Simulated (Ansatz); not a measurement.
# K+ with AlCl3: structure and interaction energy, part 3 of 3

Ansatz 0.2.0, Gaussian basis.

### 12 wB97M-V/def2-SVP

The inputs:

ab/in.yaml

```yaml
crystal:
  periodic: [false, false, false]
  atoms:
    - {symbol: K, position_ang: [0.456321, 1.056214, -2.865115]}
    - {symbol: Cl, position_ang: [0.779377, 1.536625, 0.331481]}
    - {symbol: Al, position_ang: [-0.127061, -0.293843, 0.797232]}
    - {symbol: Cl, position_ang: [-0.424051, -0.992115, 2.686217]}
    - {symbol: Cl, position_ang: [-0.684486, -1.306882, -0.949814]}
basis:
  gaussian: {orbitals: def2-SVP}
total_charge: 1
hamiltonian: {xc: {name: wB97M-V}}
```

a/in.yaml

```yaml
crystal:
  periodic: [false, false, false]
  atoms:
    - {symbol: K, position_ang: [0.456321, 1.056214, -2.865115]}
basis:
  gaussian:
    orbitals: def2-SVP
    ghost_atoms:
      - {symbol: Cl, position_ang: [0.779377, 1.536625, 0.331481]}
      - {symbol: Al, position_ang: [-0.127061, -0.293843, 0.797232]}
      - {symbol: Cl, position_ang: [-0.424051, -0.992115, 2.686217]}
      - {symbol: Cl, position_ang: [-0.684486, -1.306882, -0.949814]}
total_charge: 1
hamiltonian: {xc: {name: wB97M-V}}
```

b/in.yaml

```yaml
crystal:
  periodic: [false, false, false]
  atoms:
    - {symbol: Cl, position_ang: [0.779377, 1.536625, 0.331481]}
    - {symbol: Al, position_ang: [-0.127061, -0.293843, 0.797232]}
    - {symbol: Cl, position_ang: [-0.424051, -0.992115, 2.686217]}
    - {symbol: Cl, position_ang: [-0.684486, -1.306882, -0.949814]}
basis:
  gaussian:
    orbitals: def2-SVP
    ghost_atoms:
      - {symbol: K, position_ang: [0.456321, 1.056214, -2.865115]}
hamiltonian: {xc: {name: wB97M-V}}
```

Each run has its own folder and the same command.

The run is started by

```sh
$ ansatz run in.yaml --threads 4 --pin off --events-out ev --progress --plain --max-ram 9574MiB
```

Output in ab (excerpt; [...] marks lines left out):

```text
Functional definition: wB97M-V
  name "wB97M-V"
  cite "Mardirossian & Head-Gordon, J. Chem. Phys. 144, 214110 (2016) doi:10.1063/1.4952647"
  cite "Becke, J. Chem. Phys. 107, 8554 (1997) doi:10.1063/1.475007"
  cite "Vydrov & Van Voorhis, J. Chem. Phys. 133, 244103 (2010) doi:10.1063/1.3521275"
  # Of w^i u^j: cxij and so on, Table III.
[...]
  gx(w, u) = 1 - cx + cx01*u + cx10*w
[...]
860 factors; integrals over basis functions are off by at most 7.4e-4 eV
249 factors; integrals over basis functions are off by at most 8.0e-5 eV
[...]
mean field -60472.85272455 eV, -2222.3363476556 hartree, gradient 7.9e-5 eV, S^2 0.000000; 0 other end points of the search recorded, 0 dependent functions left out
reference -60472.85283767 eV, -2222.3363518124 hartree; 41, 41 occupied and 55, 55 virtual orbitals, 860 factors
Total energy: -60472.85283767 eV, -2222.3363518124 hartree
```

a printed (excerpt; [...] marks lines left out):

```text
[... 5 set-up lines as earlier in the session ...]
  # Of w^i u^j: cxij and so on, Table III.
[...]
  gx(w, u) = 1 - cx + cx01*u + cx10*w
[...]
      + integral(e_c_pw_mod_opposite_spin*gos(b97_w_opposite, b97_u_opposite)) + vv10(b, c)
882 factors; their error is unknown
206 factors; integrals over basis functions are off by at most 1.1e-4 eV
[...]
mean field -16317.28447723 eV, -599.6491442856 hartree, gradient 6.4e-6 eV, S^2 0.000000; 0 other end points of the search recorded, 0 dependent functions left out
reference -16317.28449720 eV, -599.6491450195 hartree; 9, 9 occupied and 87, 87 virtual orbitals, 882 factors
Total energy: -16317.28449720 eV, -599.6491450195 hartree
```

Output in b (excerpt; [...] marks lines left out):

```text
[... 5 set-up lines as earlier in the session ...]
  # Of w^i u^j: cxij and so on, Table III.
[...]
  gx(w, u) = 1 - cx + cx01*u + cx10*w
[...]
763 factors; integrals over basis functions are off by at most 7.4e-4 eV
215 factors; integrals over basis functions are off by at most 7.3e-5 eV
[...]
mean field -44154.99847628 eV, -1622.6662646705 hartree, gradient 7.3e-6 eV, S^2 0.000000; 0 other end points of the search recorded, 0 dependent functions left out
reference -44154.99857785 eV, -1622.6662684028 hartree; 32, 32 occupied and 64, 64 virtual orbitals, 763 factors
Total energy: -44154.99857785 eV, -1622.6662684028 hartree
```

They took 6 s (ab), 2.5 s (a), 7.5 s (b) on 4 threads of Arm Neoverse V2, shared host.

E(ab) − E(a) − E(b) = -13.14 kcal/mol.

### 13 CCSD(T)/def2-SVP

Each input of step 12 (ab, a, b) changes in the same lines:

```diff
-hamiltonian: {xc: {name: wB97M-V}}
+correlation: {method: ccsd_t}
```

One command serves all of them, each in its own folder.

The run is started by

```sh
$ ansatz run in.yaml --threads 4 --pin off --events-out ev --progress --plain --max-ram 9574MiB
```

Output in ab (excerpt; [...] marks lines left out):

```text
[... 4 set-up lines as earlier in the session ...]
[...]
860 factors; integrals over basis functions are off by at most 7.4e-4 eV
[...]
mean field -60384.29672339 eV, -2219.0819746381 hartree, gradient 3.7e-6 eV, S^2 0.000000; 0 other end points of the search recorded, 0 dependent functions left out
25 core orbitals not correlated: weight in the atoms' cores, before any rotation towards them, 1.000 or more for the frozen orbitals, at most 0.000 for the correlated occupied ones
reference -60384.29672339 eV, -2219.0819746381 hartree; 16, 16 occupied and 55, 55 virtual orbitals, 860 factors
second order -13.42415025 eV of doubles, -0.00000000 eV of singles
cycle   1  -14.27243516 eV  change   -8.5e-1 eV  update   6.6e-2
[...]
cycle   8  -14.53712211 eV  change   -9.8e-6 eV  update   1.5e-5
perturbative correction -0.28332083 eV, -0.0104118483 hartree
Total energy: -60399.11716632 eV, -2219.6266158702 hartree
```

Output in a (excerpt; [...] marks lines left out):

```text
[... 4 set-up lines as earlier in the session ...]
[...]
612 factors; integrals over basis functions are off by at most 1.3e-3 eV
[...]
mean field -16297.74986843 eV, -598.9312606530 hartree, gradient 4.8e-7 eV, S^2 0.000000; 0 other end points of the search recorded, 0 dependent functions left out
5 core orbitals not correlated: weight in the atoms' cores, before any rotation towards them, 1.000 or more for the frozen orbitals, at most 0.000 for the correlated occupied ones
reference -16297.74986843 eV, -598.9312606530 hartree; 4, 4 occupied and 87, 87 virtual orbitals, 612 factors
second order -1.15027971 eV of doubles, -0.00000000 eV of singles
cycle   1  -1.25482627 eV  change   -1.0e-1 eV  update   1.3e-2
[...]
cycle   5  -1.26880665 eV  change    3.3e-6 eV  update   3.4e-6
perturbative correction -0.00688752 eV, -0.0002531117 hartree
Total energy: -16299.02556260 eV, -598.9781415491 hartree
```

Output in b (excerpt; [...] marks lines left out):

```text
[... 4 set-up lines as earlier in the session ...]
[...]
763 factors; integrals over basis functions are off by at most 7.4e-4 eV
[...]
mean field -44086.11469548 eV, -1620.1348324170 hartree, gradient 9.1e-7 eV, S^2 0.000000; 0 other end points of the search recorded, 0 dependent functions left out
20 core orbitals not correlated: weight in the atoms' cores, before any rotation towards them, 1.000 or more for the frozen orbitals, at most 0.000 for the correlated occupied ones
reference -44086.11469548 eV, -1620.1348324170 hartree; 12, 12 occupied and 64, 64 virtual orbitals, 763 factors
second order -12.22418032 eV of doubles, -0.00000000 eV of singles
cycle   1  -12.97727043 eV  change   -7.5e-1 eV  update   6.5e-2
[...]
cycle   8  -13.22753202 eV  change   -1.2e-5 eV  update   1.2e-5
perturbative correction -0.27317028 eV, -0.0100388225 hartree
Total energy: -44099.61539777 eV, -1620.6309740752 hartree
```

Wall times: 2.1 s (ab), 0.5 s (a), 1.6 s (b) on 4 threads of Arm Neoverse V2, shared host.

E(ab) − E(a) − E(b) = -10.98 kcal/mol.

### 14 Vibrations of the pair

vib/in.yaml

```yaml
crystal:
  periodic: [false, false, false]
  atoms:
    - {symbol: K, position_ang: [0.456321, 1.056214, -2.865115]}
    - {symbol: Cl, position_ang: [0.779377, 1.536625, 0.331481]}
    - {symbol: Al, position_ang: [-0.127061, -0.293843, 0.797232]}
    - {symbol: Cl, position_ang: [-0.424051, -0.992115, 2.686217]}
    - {symbol: Cl, position_ang: [-0.684486, -1.306882, -0.949814]}
basis:
  gaussian: {orbitals: def2-TZVP}
total_charge: 1
hamiltonian: {xc: pbe0, dispersion: d4}
phonons: {temperatures: {t_min: 298.15, t_max: 900, t_step: 200}}
```

The run is started by

```sh
$ ansatz run in.yaml --threads 4 --pin off --events-out ev --progress --plain --max-ram 9574MiB
```

Output (excerpt; [...] marks lines left out):

```text
[... 5 set-up lines as earlier in the session ...]
[...]
1437 factors; their error is unknown
[...]
mean field -60472.46881090 eV, -2222.3222390892 hartree, gradient 4.2e-5 eV, S^2 0.000000; 0 other end points of the search recorded, 0 dependent functions left out
[...]
Atom 2 at    -0.127061    -0.293843     0.797232 Å, force     0.000102     0.000113    -0.000309 eV/Å
Atom 3 at    -0.424051    -0.992115     2.686217 Å, force    -0.000327    -0.000015     0.000396 eV/Å
Atom 4 at    -0.684486    -1.306882    -0.949814 Å, force     0.000785     0.000923    -0.000020 eV/Å
Dipole moment:     0.329887     0.763620    -2.071422 e Å
Vibrations: 33.42 65.44 95.82 142.77 169.82 194.02 381.63 571.40 667.07 cm⁻¹, zero-point energy 0.143908 eV
```

It took 77 s on 4 threads of Arm Neoverse V2, shared host; peak memory 0.62 GiB.

Wavenumbers and character of the modes:

| mode | wavenumber (cm⁻¹) | character |
| --- | --- | --- |
| 1 | 33 | torsion |
| 2 | 65 | K–Cl stretch with bend |
| 3 | 96 | K–Cl stretch |
| 4 | 143 | bend |
| 5 | 170 | bend |
| 6 | 194 | torsion with out-of-plane bend |
| 7 | 382 | Al–Cl stretch |
| 8 | 571 | Al–Cl stretch |
| 9 | 667 | Al–Cl stretch |

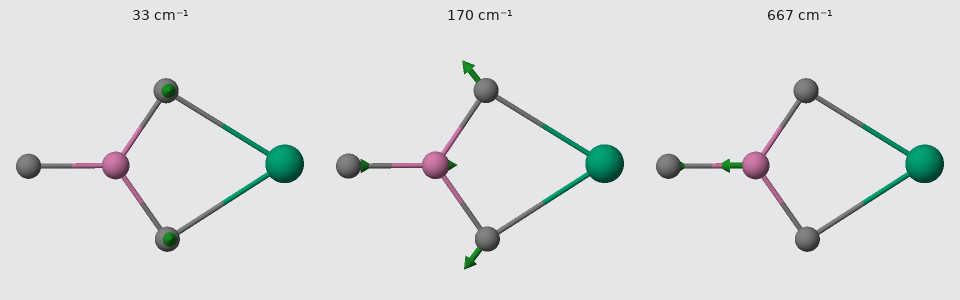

Displacements of 3 modes, as arrows.

Vibrational sums (real modes only):

| T (K) | entropy (J/mol/K) | heat capacity (J/mol/K) |
| --- | --- | --- |
| 298 | 95.0 | 62.9 |
| 498 | 129.2 | 69.6 |
| 698 | 153.2 | 72.0 |
| 898 | 171.5 | 73.1 |

Modes under 50 cm⁻¹ weigh heavily in the entropy, and the harmonic picture is poor for them.

### 15 The ladder

The basis limit takes Hartree-Fock with exponent 7.88 and MP2 correlation with exponent 2.97 from the triple- and quadruple-zeta runs, and adds the coupled-cluster step over MP2 from triple zeta. Where a quadruple-zeta run was CCSD(T), only its Hartree-Fock and MP2 parts are used.

Rows are in def2-TZVPPD; times add the 3 runs of a level on a shared host, so small differences are noise.

Differences are taken before rounding.

| method | rung | interaction (kcal/mol) | from CCSD(T)/CBS (kcal/mol) | time |
| --- | --- | --- | --- | --- |
| PBE-D4 | GGA | -12.54 | -0.06 | 6.9 s |
| revPBE-D4 | GGA | -11.42 | +1.05 | 6.9 s |
| BLYP-D4 | GGA | -12.15 | +0.32 | 8.2 s |
| r2SCAN-D4 | meta-GGA | -12.01 | +0.46 | 15 s |
| B97M-V | meta-GGA | -12.20 | +0.27 | 29 s |
| PBE0-D4 | hybrid | -12.32 | +0.16 | 9.9 s |
| B3LYP-D4 | hybrid | -12.37 | +0.10 | 10 s |
| HSE06-D4 | screened hybrid | -12.34 | +0.14 | 10 s |
| wB97X-V | range-separated hybrid | -12.28 | +0.19 | 26 s |
| wB97M-V | range-separated hybrid | -12.40 | +0.07 | 30 s |
| B2PLYP | double hybrid | -11.26 | +1.21 | 16 s |
| Hartree-Fock | wavefunction | -9.56 | +2.91 |  |
| MP2 | wavefunction | -11.43 | +1.04 |  |
| CCSD | wavefunction | -10.97 | +1.50 |  |
| CCSD(T) | wavefunction | -11.12 | +1.35 | 2.9 min |
| CCSD(T)/CBS |  | -12.47 | 0 | 3.4 min |

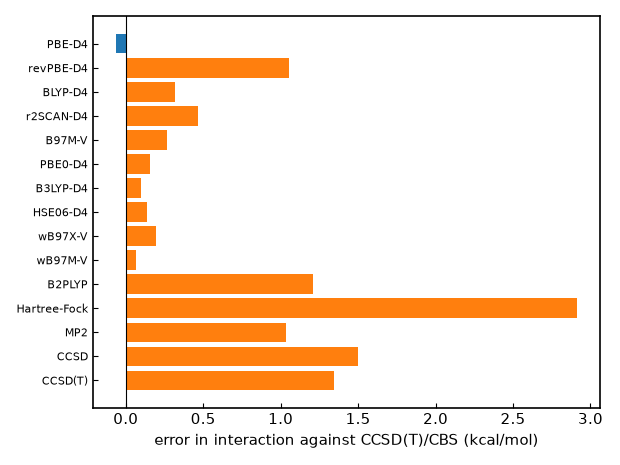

Error of each method against CCSD(T)/CBS.

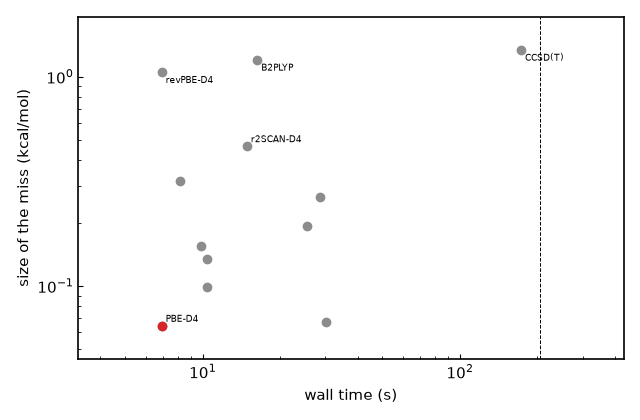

Accuracy for the time spent; red marks the levels that beat every quicker one drawn (of those quicker than the yardstick), and the dashed line is the time of CCSD(T)/CBS. Only those levels and the largest misses are named. Times are from a shared host.

For cost: PBE-D4 gets within 0.06 kcal/mol in 6.9 s, where CCSD(T)/CBS took 3.4 min.

### 16 Summary of results

What follows sums up all 3 parts.

```
                        quantity            value
 interaction energy, CCSD(T)/CBS  -12.47 kcal/mol
of it Hartree-Fock (basis limit)   -9.73 kcal/mol
              D4 term of PBE0-D4   -0.78 kcal/mol
                shortest contact    K1–Cl2 3.25 Å
               lowest wavenumber          33 cm⁻¹
```

The pair is bound by 12.47 kcal/mol at fixed fragment shapes. Hartree-Fock gives 78 % of it, so electrostatics, induction and charge transfer lead. PBE-D4 is the best functional here (-0.06 kcal/mol from CCSD(T)/CBS); B2PLYP is the worst (+1.21 kcal/mol). Mean unsigned error by rung: GGA 0.48, meta-GGA 0.37, hybrid 0.13, screened hybrid 0.14, range-separated hybrid 0.13, double hybrid 1.21 kcal/mol. The double hybrids carry no dispersion term here, unlike the levels marked D4 or V. PBE-D4 gives an interaction energy 0.06 kcal/mol too low, an error of 1 % of the reference. CCSD(T) moves by -1.35 kcal/mol from triple zeta to the limit; gaps between functionals far smaller than that don't rank them. A lower arrangement may exist.
